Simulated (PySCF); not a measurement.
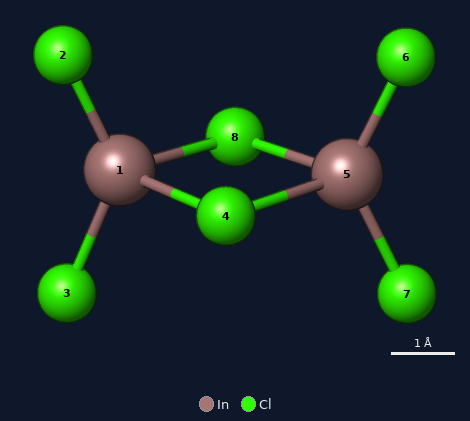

Figure 1. The input geometry (ball-and-stick view, seen at a tilt; atoms are numbered from 1 in the order of the input). Sticks mark near contacts. Bond lengths as drawn: Cl–In 2.19 to 2.58 Å.

## Run report: In2Cl6, geometry relaxation

In2Cl6, computed with PBE0-D3(BJ)/def2-SVP geometry optimisation, gas phase (PySCF 2.14.0).

The run did not end well. It belongs to a series of runs on one base structure; here: bridge Cl.

**Input file**
```
{"job": {"xc": "PBE0", "basis": "def2-SVP", "d3": "d3bj", "grid": 1, "maxiter": 30, "shake": 0.03, "kind": "geom"}, "charge": 0, "multiplicity": 1}
In     1.780630     0.047990     0.508170
Cl     2.522360    -1.698130     1.602200
Cl     2.713730     2.054580    -0.096280
Cl    -0.388640     0.722340     1.503300
In    -1.727290    -0.145240    -0.526790
Cl    -2.767110    -2.057320     0.067320
Cl    -2.531620     1.671390    -1.604060
Cl     0.536160    -0.681280    -1.537580
```

The first line tells a small driver script what to run in PySCF; the rest is the geometry in Å.

Machine: 1 CPU thread, shared host.

Launched with:
```bash
OMP_NUM_THREADS=1 python <driver script> task.json out
```

**Log**
```
step   0  E = -3140.04513380  max force = 0.039068
step   1  E = -3140.05384538  max force = 0.003804
step   2  E = -3140.05443246  max force = 0.002902
step   3  E = -3140.05368310  max force = 0.007315
step   4  E = -3140.05500303  max force = 0.001821
step   5  E = -3140.05503177  max force = 0.001443
step   6  E = -3140.05493147  max force = 0.001539
step   7  E = -3140.05499178  max force = 0.000843
step   8  E = -3140.05502334  max force = 0.001090
step   9  E = -3140.05506379  max force = 0.000778
step  10  E = -3140.05505308  max force = 0.000420
step  11  E = -3140.05505784  max force = 0.000575
step  12  E = -3140.05506069  max force = 0.000669
step  13  E = -3140.05506223  max force = 0.000722
step  14  E = -3140.05506143  max force = 0.000687
step  15  E = -3140.05506090  max force = 0.000678
step  16  E = -3140.05506036  max force = 0.000655
step  17  E = -3140.05505983  max force = 0.000644
step  18  E = -3140.05505930  max force = 0.000623
step  19  E = -3140.05505878  max force = 0.000612
step  20  E = -3140.05505825  max force = 0.000592
step  21  E = -3140.05505774  max force = 0.000582
step  22  E = -3140.05505723  max force = 0.000563
step  23  E = -3140.05505672  max force = 0.000554
step  24  E = -3140.05505622  max force = 0.000535
step  25  E = -3140.05505574  max force = 0.000527
step  26  E = -3140.05505525  max force = 0.000509
step  27  E = -3140.05505478  max force = 0.000501
step  28  E = -3140.05505431  max force = 0.000485
step  29  E = -3140.05505385  max force = 0.000469
step  30  E = -3140.05505341  max force = 0.000467
optimisation not converged
```

**Trajectory as extended XYZ (Å, eV, eV/Å), 26 of the 31 frames kept, from step=0 to step=30**
```
8
Properties=species:S:1:pos:R:3:forces:R:3 step=0 energy=-85444.98026
In    1.7806    0.0480    0.5082   -0.7426   1.7138  -1.0677
Cl    2.5224   -1.6981    1.6022    0.9957  -2.0090   1.2193
Cl    2.7137    2.0546   -0.0963    0.3334   0.3880  -0.1064
Cl   -0.3886    0.7223    1.5033   -0.5621   0.0007   0.0412
In   -1.7273   -0.1452   -0.5268    1.0839   0.2514   0.3880
Cl   -2.7671   -2.0573    0.0673   -0.4973  -0.8998   0.2386
Cl   -2.5316    1.6714   -1.6041   -0.4471   0.7468  -0.4343
Cl    0.5362   -0.6813   -1.5376   -0.1638  -0.1919  -0.2787
8
Properties=species:S:1:pos:R:3:forces:R:3 step=1 energy=-85445.21731
In    1.7950    0.0894    0.4877   -0.0680   0.1230  -0.0202
Cl    2.6293   -1.7556    1.6298    0.0644   0.1286  -0.1121
Cl    2.7656    2.1234   -0.0958    0.0613  -0.1352   0.0547
Cl   -0.4307    0.7317    1.4991   -0.1464  -0.0824  -0.0758
In   -1.7358   -0.1511   -0.5170    0.1956   0.0982   0.1296
Cl   -2.7884   -2.1288    0.0925    0.0045   0.0458  -0.0568
Cl   -2.6140    1.6937   -1.6201   -0.0627  -0.1206   0.0772
Cl    0.5173   -0.6884   -1.5600   -0.0486  -0.0574   0.0035
8
Properties=species:S:1:pos:R:3:forces:R:3 step=2 energy=-85445.23328
In    1.7938    0.1225    0.4593   -0.0987   0.0132   0.0228
Cl    2.6716   -1.7149    1.5823    0.0360   0.1492  -0.1292
Cl    2.7854    2.1506   -0.0822    0.0709  -0.0637   0.0219
Cl   -0.4405    0.7287    1.4948   -0.0497  -0.0464  -0.0178
In   -1.7359   -0.1697   -0.4948    0.0897   0.0389   0.0757
Cl   -2.7686   -2.1569    0.1140   -0.0048   0.0185  -0.0412
Cl   -2.6685    1.6485   -1.5916   -0.0472  -0.0904   0.0655
Cl    0.5010   -0.6945   -1.5657    0.0037  -0.0193   0.0022
8
Properties=species:S:1:pos:R:3:forces:R:3 step=4 energy=-85445.24881
In    1.7804    0.2181    0.3924   -0.0936  -0.0407   0.0221
Cl    2.7750   -1.5974    1.4329   -0.0292   0.0601  -0.0364
Cl    2.8348    2.2167   -0.1074    0.0303   0.0249   0.0014
Cl   -0.4461    0.7265    1.5140    0.0862  -0.0124   0.0279
In   -1.7427   -0.2291   -0.4203   -0.0690  -0.0465  -0.0304
Cl   -2.6796   -2.2673    0.1692    0.0207  -0.0206   0.0162
Cl   -2.8441    1.5102   -1.4829    0.0567  -0.0004   0.0175
Cl    0.4606   -0.6633   -1.5816   -0.0021   0.0356  -0.0182
8
Properties=species:S:1:pos:R:3:forces:R:3 step=5 energy=-85445.24959
In    1.7738    0.2288    0.3793   -0.0585   0.0081   0.0046
Cl    2.7710   -1.5855    1.4119   -0.0063   0.0135  -0.0122
Cl    2.8380    2.2279   -0.1034    0.0143   0.0023  -0.0030
Cl   -0.4394    0.7229    1.5177    0.0491  -0.0094   0.0259
In   -1.7438   -0.2393   -0.4117   -0.0742  -0.0596  -0.0094
Cl   -2.6627   -2.2849    0.1818    0.0312  -0.0051   0.0173
Cl   -2.8494    1.4985   -1.4692    0.0398   0.0177   0.0061
Cl    0.4506   -0.6542   -1.5901    0.0045   0.0325  -0.0293
8
Properties=species:S:1:pos:R:3:forces:R:3 step=6 energy=-85445.24686
In    1.7491    0.2644    0.3401    0.0469   0.0589  -0.0394
Cl    2.7555   -1.5567    1.3385    0.0325  -0.0791   0.0455
Cl    2.8470    2.2519   -0.1149   -0.0204  -0.0079  -0.0121
Cl   -0.4205    0.7117    1.5357   -0.0507   0.0029   0.0123
In   -1.7498   -0.2721   -0.3784   -0.0623  -0.0415   0.0163
Cl   -2.5810   -2.3478    0.2318    0.0479   0.0312   0.0196
Cl   -2.8764    1.4640   -1.4108   -0.0042   0.0386  -0.0147
Cl    0.4143   -0.6011   -1.6257    0.0102  -0.0031  -0.0274
8
Properties=species:S:1:pos:R:3:forces:R:3 step=7 energy=-85445.24850
In    1.7495    0.2600    0.3399    0.0430   0.0300  -0.0260
Cl    2.7485   -1.5660    1.3435    0.0196  -0.0410   0.0212
Cl    2.8447    2.2481   -0.1205   -0.0158  -0.0110  -0.0064
Cl   -0.4214    0.7137    1.5337   -0.0433  -0.0011   0.0078
In   -1.7519   -0.2701   -0.3804   -0.0370  -0.0024   0.0058
Cl   -2.5712   -2.3448    0.2419    0.0353   0.0134   0.0164
Cl   -2.8737    1.4709   -1.4120   -0.0015   0.0163  -0.0067
Cl    0.4137   -0.5974   -1.6301   -0.0002  -0.0042  -0.0121
8
Properties=species:S:1:pos:R:3:forces:R:3 step=8 energy=-85445.24936
In    1.7486    0.2567    0.3319    0.0169  -0.0374   0.0071
Cl    2.7378   -1.5799    1.3367   -0.0047   0.0193  -0.0110
Cl    2.8429    2.2420   -0.1374   -0.0030  -0.0009   0.0021
Cl   -0.4232    0.7211    1.5312   -0.0049  -0.0058  -0.0018
In   -1.7577   -0.2679   -0.3761    0.0010   0.0560  -0.0131
Cl   -2.5290   -2.3473    0.2773    0.0018  -0.0105   0.0002
Cl   -2.8850    1.4723   -1.4054   -0.0011  -0.0118   0.0021
Cl    0.4038   -0.5826   -1.6420   -0.0059  -0.0089   0.0143
8
Properties=species:S:1:pos:R:3:forces:R:3 step=10 energy=-85445.25017
In    1.7531    0.2425    0.3366   -0.0106  -0.0162   0.0016
Cl    2.7402   -1.5927    1.3429    0.0007   0.0083  -0.0065
Cl    2.8430    2.2294   -0.1369    0.0032  -0.0013   0.0023
Cl   -0.4219    0.7220    1.5312    0.0099  -0.0064   0.0008
In   -1.7596   -0.2523   -0.3790   -0.0009   0.0216  -0.0028
Cl   -2.5383   -2.3311    0.2718    0.0026  -0.0030  -0.0003
Cl   -2.8812    1.4869   -1.4144   -0.0020  -0.0040   0.0032
Cl    0.4030   -0.5903   -1.6360   -0.0028   0.0009   0.0017
8
Properties=species:S:1:pos:R:3:forces:R:3 step=11 energy=-85445.25030
In    1.7529    0.2450    0.3376   -0.0117  -0.0233   0.0042
Cl    2.7399   -1.5900    1.3456   -0.0016   0.0141  -0.0099
Cl    2.8418    2.2321   -0.1368    0.0040   0.0009   0.0027
Cl   -0.4239    0.7224    1.5303    0.0115  -0.0073  -0.0005
In   -1.7589   -0.2555   -0.3803    0.0024   0.0296  -0.0058
Cl   -2.5390   -2.3331    0.2717    0.0032  -0.0068  -0.0004
Cl   -2.8802    1.4842   -1.4157   -0.0012  -0.0068   0.0036
Cl    0.4056   -0.5907   -1.6361   -0.0065  -0.0004   0.0061
8
Properties=species:S:1:pos:R:3:forces:R:3 step=12 energy=-85445.25038
In    1.7530    0.2455    0.3380   -0.0124  -0.0288   0.0067
Cl    2.7399   -1.5898    1.3464   -0.0039   0.0193  -0.0125
Cl    2.8412    2.2326   -0.1373    0.0050   0.0025   0.0030
Cl   -0.4245    0.7224    1.5300    0.0134  -0.0077  -0.0009
In   -1.7587   -0.2563   -0.3807    0.0039   0.0344  -0.0078
Cl   -2.5394   -2.3334    0.2718    0.0028  -0.0096  -0.0003
Cl   -2.8796    1.4840   -1.4158   -0.0004  -0.0091   0.0039
Cl    0.4064   -0.5907   -1.6361   -0.0084  -0.0010   0.0079
8
Properties=species:S:1:pos:R:3:forces:R:3 step=13 energy=-85445.25042
In    1.7531    0.2457    0.3381   -0.0125  -0.0322   0.0083
Cl    2.7400   -1.5898    1.3468   -0.0054   0.0225  -0.0141
Cl    2.8409    2.2328   -0.1376    0.0056   0.0034   0.0031
Cl   -0.4248    0.7224    1.5299    0.0144  -0.0080  -0.0011
In   -1.7586   -0.2567   -0.3809    0.0045   0.0371  -0.0090
Cl   -2.5397   -2.3334    0.2718    0.0026  -0.0111  -0.0001
Cl   -2.8794    1.4840   -1.4158    0.0001  -0.0105   0.0042
Cl    0.4068   -0.5907   -1.6362   -0.0093  -0.0012   0.0087
8
Properties=species:S:1:pos:R:3:forces:R:3 step=14 energy=-85445.25040
In    1.7530    0.2456    0.3381   -0.0125  -0.0298   0.0073
Cl    2.7400   -1.5898    1.3466   -0.0044   0.0204  -0.0130
Cl    2.8410    2.2327   -0.1374    0.0053   0.0028   0.0031
Cl   -0.4247    0.7224    1.5300    0.0138  -0.0078  -0.0009
In   -1.7587   -0.2565   -0.3808    0.0041   0.0353  -0.0082
Cl   -2.5395   -2.3334    0.2718    0.0027  -0.0102  -0.0003
Cl   -2.8795    1.4840   -1.4158   -0.0002  -0.0096   0.0040
Cl    0.4066   -0.5907   -1.6361   -0.0089  -0.0011   0.0081
8
Properties=species:S:1:pos:R:3:forces:R:3 step=16 energy=-85445.25037
In    1.7530    0.2455    0.3379   -0.0125  -0.0278   0.0063
Cl    2.7399   -1.5897    1.3464   -0.0034   0.0183  -0.0120
Cl    2.8412    2.2326   -0.1373    0.0049   0.0024   0.0030
Cl   -0.4245    0.7224    1.5300    0.0132  -0.0076  -0.0009
In   -1.7587   -0.2563   -0.3807    0.0039   0.0337  -0.0076
Cl   -2.5394   -2.3334    0.2718    0.0028  -0.0093  -0.0003
Cl   -2.8797    1.4839   -1.4159   -0.0006  -0.0087   0.0038
Cl    0.4064   -0.5907   -1.6361   -0.0083  -0.0009   0.0077
8
Properties=species:S:1:pos:R:3:forces:R:3 step=17 energy=-85445.25036
In    1.7529    0.2454    0.3379   -0.0125  -0.0271   0.0059
Cl    2.7399   -1.5897    1.3463   -0.0030   0.0175  -0.0116
Cl    2.8413    2.2325   -0.1372    0.0048   0.0022   0.0029
Cl   -0.4244    0.7224    1.5301    0.0130  -0.0076  -0.0009
In   -1.7588   -0.2561   -0.3806    0.0038   0.0331  -0.0073
Cl   -2.5393   -2.3333    0.2718    0.0029  -0.0090  -0.0003
Cl   -2.8798    1.4839   -1.4159   -0.0007  -0.0084   0.0037
Cl    0.4063   -0.5907   -1.6361   -0.0081  -0.0008   0.0076
8
Properties=species:S:1:pos:R:3:forces:R:3 step=18 energy=-85445.25034
In    1.7529    0.2453    0.3378   -0.0125  -0.0257   0.0053
Cl    2.7399   -1.5897    1.3462   -0.0025   0.0163  -0.0111
Cl    2.8414    2.2324   -0.1371    0.0046   0.0019   0.0029
Cl   -0.4244    0.7224    1.5301    0.0126  -0.0074  -0.0008
In   -1.7588   -0.2560   -0.3806    0.0035   0.0320  -0.0069
Cl   -2.5391   -2.3333    0.2718    0.0030  -0.0084  -0.0004
Cl   -2.8798    1.4839   -1.4159   -0.0009  -0.0079   0.0036
Cl    0.4062   -0.5907   -1.6361   -0.0078  -0.0007   0.0073
8
Properties=species:S:1:pos:R:3:forces:R:3 step=19 energy=-85445.25033
In    1.7529    0.2453    0.3378   -0.0125  -0.0251   0.0049
Cl    2.7398   -1.5897    1.3461   -0.0021   0.0155  -0.0107
Cl    2.8415    2.2323   -0.1370    0.0045   0.0017   0.0028
Cl   -0.4243    0.7224    1.5302    0.0124  -0.0074  -0.0008
In   -1.7588   -0.2559   -0.3805    0.0035   0.0315  -0.0066
Cl   -2.5391   -2.3333    0.2718    0.0030  -0.0082  -0.0004
Cl   -2.8800    1.4839   -1.4159   -0.0010  -0.0075   0.0036
Cl    0.4060   -0.5907   -1.6361   -0.0076  -0.0006   0.0072
8
Properties=species:S:1:pos:R:3:forces:R:3 step=20 energy=-85445.25031
In    1.7529    0.2452    0.3377   -0.0124  -0.0238   0.0044
Cl    2.7398   -1.5897    1.3460   -0.0016   0.0144  -0.0101
Cl    2.8417    2.2322   -0.1369    0.0042   0.0014   0.0028
Cl   -0.4242    0.7224    1.5302    0.0120  -0.0073  -0.0007
In   -1.7588   -0.2558   -0.3805    0.0032   0.0305  -0.0062
Cl   -2.5390   -2.3333    0.2718    0.0030  -0.0076  -0.0005
Cl   -2.8801    1.4839   -1.4159   -0.0012  -0.0070   0.0034
Cl    0.4059   -0.5907   -1.6361   -0.0073  -0.0005   0.0068
8
Properties=species:S:1:pos:R:3:forces:R:3 step=22 energy=-85445.25029
In    1.7528    0.2451    0.3376   -0.0122  -0.0221   0.0036
Cl    2.7398   -1.5897    1.3458   -0.0008   0.0126  -0.0093
Cl    2.8418    2.2320   -0.1368    0.0039   0.0010   0.0027
Cl   -0.4240    0.7224    1.5303    0.0115  -0.0071  -0.0006
In   -1.7589   -0.2555   -0.3804    0.0029   0.0290  -0.0056
Cl   -2.5388   -2.3332    0.2718    0.0031  -0.0069  -0.0005
Cl   -2.8803    1.4840   -1.4159   -0.0015  -0.0062   0.0033
Cl    0.4057   -0.5907   -1.6361   -0.0068  -0.0003   0.0064
8
Properties=species:S:1:pos:R:3:forces:R:3 step=23 energy=-85445.25027
In    1.7528    0.2450    0.3376   -0.0122  -0.0216   0.0033
Cl    2.7398   -1.5897    1.3457   -0.0006   0.0119  -0.0090
Cl    2.8420    2.2319   -0.1367    0.0038   0.0009   0.0026
Cl   -0.4239    0.7223    1.5303    0.0112  -0.0070  -0.0006
In   -1.7589   -0.2554   -0.3803    0.0028   0.0285  -0.0054
Cl   -2.5387   -2.3331    0.2718    0.0031  -0.0066  -0.0005
Cl   -2.8804    1.4840   -1.4159   -0.0016  -0.0059   0.0033
Cl    0.4056   -0.5907   -1.6361   -0.0066  -0.0002   0.0063
8
Properties=species:S:1:pos:R:3:forces:R:3 step=24 energy=-85445.25026
In    1.7528    0.2449    0.3375   -0.0120  -0.0205   0.0028
Cl    2.7398   -1.5897    1.3456   -0.0001   0.0109  -0.0085
Cl    2.8421    2.2318   -0.1366    0.0037   0.0006   0.0026
Cl   -0.4238    0.7223    1.5304    0.0109  -0.0069  -0.0005
In   -1.7589   -0.2552   -0.3803    0.0026   0.0275  -0.0051
Cl   -2.5386   -2.3331    0.2717    0.0031  -0.0061  -0.0005
Cl   -2.8805    1.4840   -1.4159   -0.0017  -0.0055   0.0032
Cl    0.4054   -0.5907   -1.6361   -0.0064  -0.0001   0.0060
8
Properties=species:S:1:pos:R:3:forces:R:3 step=25 energy=-85445.25025
In    1.7527    0.2448    0.3375   -0.0120  -0.0201   0.0026
Cl    2.7398   -1.5898    1.3455    0.0001   0.0103  -0.0082
Cl    2.8422    2.2317   -0.1366    0.0036   0.0006   0.0025
Cl   -0.4238    0.7223    1.5304    0.0107  -0.0068  -0.0005
In   -1.7590   -0.2551   -0.3802    0.0025   0.0271  -0.0049
Cl   -2.5385   -2.3331    0.2717    0.0031  -0.0059  -0.0005
Cl   -2.8806    1.4840   -1.4159   -0.0018  -0.0052   0.0032
Cl    0.4053   -0.5907   -1.6361   -0.0062   0.0000   0.0059
8
Properties=species:S:1:pos:R:3:forces:R:3 step=26 energy=-85445.25023
In    1.7527    0.2447    0.3374   -0.0118  -0.0191   0.0022
Cl    2.7398   -1.5898    1.3454    0.0005   0.0094  -0.0078
Cl    2.8423    2.2316   -0.1365    0.0034   0.0003   0.0025
Cl   -0.4237    0.7223    1.5305    0.0104  -0.0067  -0.0004
In   -1.7590   -0.2550   -0.3802    0.0022   0.0262  -0.0045
Cl   -2.5384   -2.3330    0.2717    0.0032  -0.0055  -0.0006
Cl   -2.8807    1.4841   -1.4159   -0.0019  -0.0048   0.0031
Cl    0.4052   -0.5906   -1.6361   -0.0059   0.0001   0.0056
8
Properties=species:S:1:pos:R:3:forces:R:3 step=28 energy=-85445.25021
In    1.7527    0.2446    0.3373   -0.0116  -0.0178   0.0016
Cl    2.7398   -1.5899    1.3452    0.0010   0.0081  -0.0072
Cl    2.8425    2.2314   -0.1364    0.0032   0.0000   0.0024
Cl   -0.4235    0.7223    1.5306    0.0098  -0.0065  -0.0003
In   -1.7591   -0.2547   -0.3800    0.0019   0.0249  -0.0041
Cl   -2.5382   -2.3329    0.2717    0.0032  -0.0048  -0.0006
Cl   -2.8809    1.4841   -1.4159   -0.0021  -0.0041   0.0030
Cl    0.4049   -0.5906   -1.6362   -0.0055   0.0003   0.0051
8
Properties=species:S:1:pos:R:3:forces:R:3 step=29 energy=-85445.25019
In    1.7527    0.2445    0.3372   -0.0113  -0.0170   0.0013
Cl    2.7398   -1.5899    1.3451    0.0013   0.0073  -0.0068
Cl    2.8426    2.2313   -0.1363    0.0030  -0.0002   0.0024
Cl   -0.4234    0.7223    1.5306    0.0095  -0.0064  -0.0002
In   -1.7591   -0.2545   -0.3800    0.0017   0.0241  -0.0038
Cl   -2.5381   -2.3329    0.2717    0.0032  -0.0044  -0.0006
Cl   -2.8810    1.4842   -1.4159   -0.0022  -0.0037   0.0030
Cl    0.4048   -0.5906   -1.6362   -0.0052   0.0004   0.0048
8
Properties=species:S:1:pos:R:3:forces:R:3 step=30 energy=-85445.25018
In    1.7526    0.2444    0.3372   -0.0113  -0.0170   0.0011
Cl    2.7398   -1.5899    1.3450    0.0014   0.0070  -0.0067
Cl    2.8427    2.2311   -0.1363    0.0030  -0.0002   0.0023
Cl   -0.4233    0.7222    1.5307    0.0094  -0.0064  -0.0003
In   -1.7591   -0.2544   -0.3800    0.0017   0.0240  -0.0038
Cl   -2.5380   -2.3328    0.2717    0.0031  -0.0044  -0.0005
Cl   -2.8811    1.4842   -1.4158   -0.0022  -0.0036   0.0030
Cl    0.4047   -0.5906   -1.6362   -0.0051   0.0005   0.0048
```

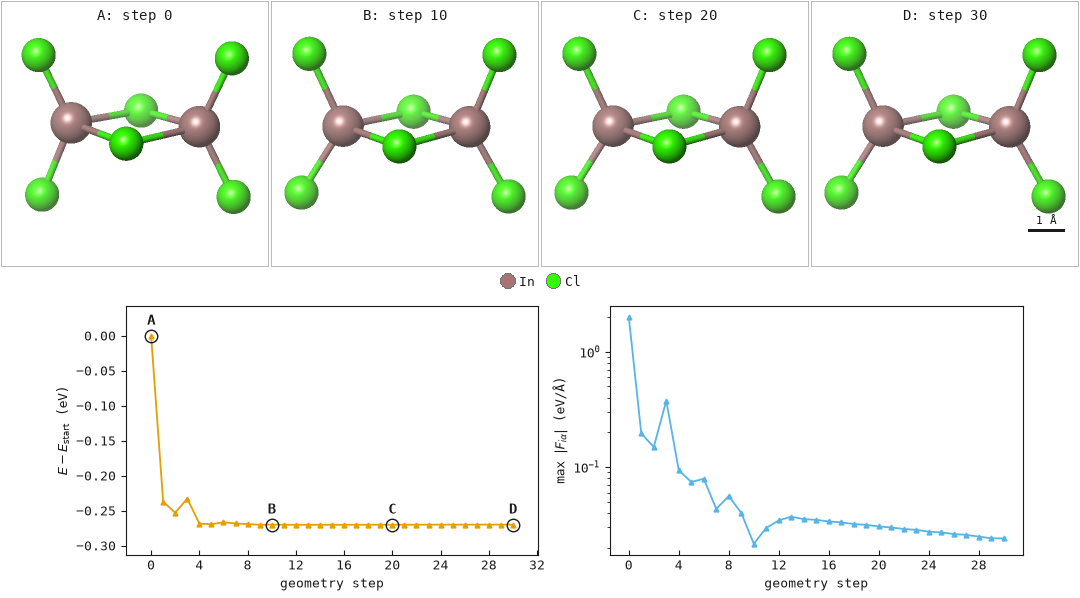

Figure 2. Frames of the relaxation (ball-and-stick view, seen at a tilt) above the curves, on which the letters mark them (steps are counted from 0).

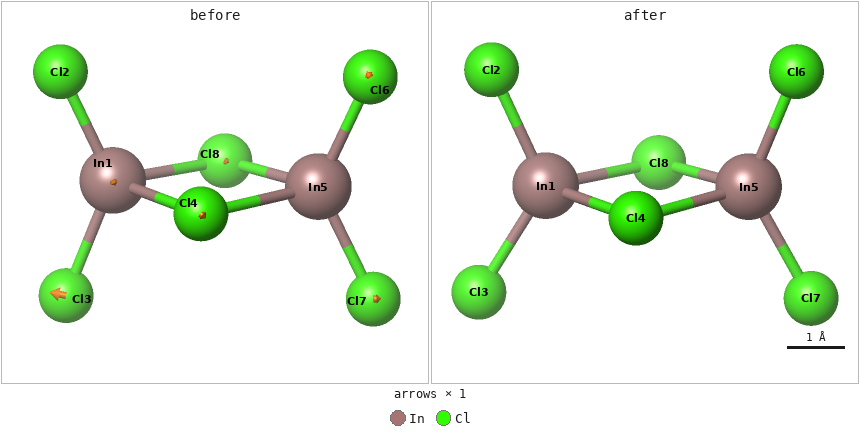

Figure 3. Before (left) and after (right) the relaxation, at one scale (ball-and-stick view, seen at a tilt). The orange arrows give the displacements, at true length. The relaxation stopped without meeting its thresholds, so the last structure isn't shown to be converged. After 30 geometry steps the energy has fallen by 0.270 eV. The largest force component goes from 2 to 0.024 eV/Å. The atom that moves furthest after the best rigid fit is Cl3 (0.31 Å). Largest moves by element: Cl 0.31 Å, In 0.11 Å. Among the contacts that change: In1–Cl2 2.190 → 2.314 Å, In5–Cl6 2.256 → 2.313 Å, Cl4–In5 2.582 → 2.528 Å, In1–Cl4 2.480 → 2.527 Å. Among the angles that change: Cl2–In1–Cl3 133.7° → 124.6°, Cl3–In1–Cl8 104.0° → 112.0°, Cl3–In1–Cl4 102.9° → 109.9°. (Atoms are counted from 1 in the order of the input.)

**Outcome**

```tsv
quantity	value
outcome	not converged
total energy	−3140.055053 hartree
dipole moment	0.38 D
point group	C1
wall time	6.7 min
peak memory	0.88 GiB
```

**What went wrong**

The run did not converge. At least one of its steps failed, so the values that rest on that step are not results.
